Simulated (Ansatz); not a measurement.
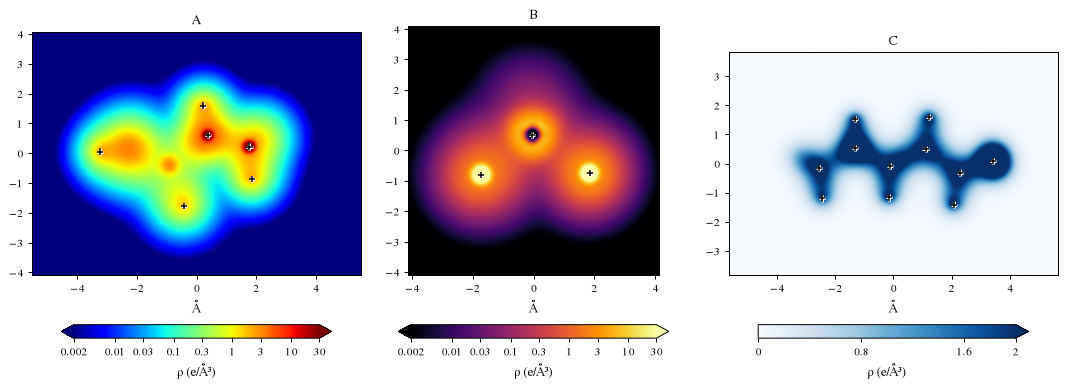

The electron density of 3 systems, each on a plane through atoms (crosses mark nuclei in the plane).

Method: Ansatz, RKS PBE0-D4/def2-TZVPP.

System 1: C₄H₇NO (SMILES CNC=CC=O), the plane of atoms C5, C4 and H12. Geometry: PBE0-D4/def2-TZVP.

```json
{"atom": "C", "x (Å)": "0.6048", "y (Å)": "-2.1761", "z (Å)": "0.1056"}
{"atom": "N", "x (Å)": "0.8308", "y (Å)": "-0.7565", "z (Å)": "0.1658"}
{"atom": "C", "x (Å)": "-0.1159", "y (Å)": "0.1609", "z (Å)": "-0.0933"}
{"atom": "C", "x (Å)": "-0.0385", "y (Å)": "1.4962", "z (Å)": "0.1062"}
{"atom": "C", "x (Å)": "-1.1485", "y (Å)": "2.3289", "z (Å)": "-0.2721"}
{"atom": "O", "x (Å)": "-1.2096", "y (Å)": "3.5330", "z (Å)": "-0.1473"}
{"atom": "H", "x (Å)": "-0.2023", "y (Å)": "-2.3817", "z (Å)": "-0.5986"}
{"atom": "H", "x (Å)": "0.3280", "y (Å)": "-2.6005", "z (Å)": "1.0776"}
{"atom": "H", "x (Å)": "1.4996", "y (Å)": "-2.6879", "z (Å)": "-0.2537"}
{"atom": "H", "x (Å)": "1.6695", "y (Å)": "-0.4399", "z (Å)": "0.6234"}
{"atom": "H", "x (Å)": "-1.0266", "y (Å)": "-0.2465", "z (Å)": "-0.5293"}
{"atom": "H", "x (Å)": "0.8358", "y (Å)": "1.9681", "z (Å)": "0.5433"}
{"atom": "H", "x (Å)": "-2.0066", "y (Å)": "1.7673", "z (Å)": "-0.7127"}
```

System 2: CH₈N₂Si (SMILES CN[SiH2]N), the plane of atoms C1, N2 and H8. Geometry: PBE0-D4/def2-TZVP.

```yaml
atoms:
  - { symbol: C, position_ang: [-1.5124, 1.0460, 0.5733] }
  - { symbol: N, position_ang: [-0.7500, 0.0582, -0.1541] }
  - { symbol: Si, position_ang: [0.8273, -0.4682, 0.2446] }
  - { symbol: N, position_ang: [1.5828, -1.0255, -1.1861] }
  - { symbol: H, position_ang: [-2.0995, 1.6737, -0.1049] }
  - { symbol: H, position_ang: [-0.8288, 1.7049, 1.1141] }
  - { symbol: H, position_ang: [-2.1997, 0.6123, 1.3110] }
  - { symbol: H, position_ang: [-1.3092, -0.5426, -0.7393] }
  - { symbol: H, position_ang: [0.9501, -1.6320, 1.1744] }
  - { symbol: H, position_ang: [1.4303, 0.7161, 0.9263] }
  - { symbol: H, position_ang: [2.2494, -1.7779, -1.1499] }
  - { symbol: H, position_ang: [1.7366, -0.4204, -1.9754] }
```

System 3: Cl₃STa (SMILES [S]=[Ta]([Cl])([Cl])[Cl]), the plane of atoms S1, Ta2 and Cl5. Geometry: PBE0-D4/def2-TZVP; core potentials replace the inner electrons of Ta.

```yaml
atoms:
  - { symbol: S, position_ang: [0.2256, -0.1477, 2.1158] }
  - { symbol: Ta, position_ang: [0.0101, -0.0148, -0.0069] }
  - { symbol: Cl, position_ang: [1.7052, -1.1770, -0.9717] }
  - { symbol: Cl, position_ang: [-1.9969, -0.9088, -0.5791] }
  - { symbol: Cl, position_ang: [0.1057, 2.1748, -0.5995] }
```

Which map belongs to which system?

Panel A is system 2, CH₈N₂Si: the plane holds C, N and H. C–N (1.44 Å): ρ at the midpoint is about 1.9 e/Å³. Panel B is system 3, Cl₃STa: the plane holds S, Ta and Cl. Ta–S (2.14 Å): the density is about 1 e/Å³ at the midpoint. Panel C is system 1, C₄H₇NO: the plane holds C, N, O and H. C–O (1.21 Å): the density is about 3.4 e/Å³ at the midpoint.
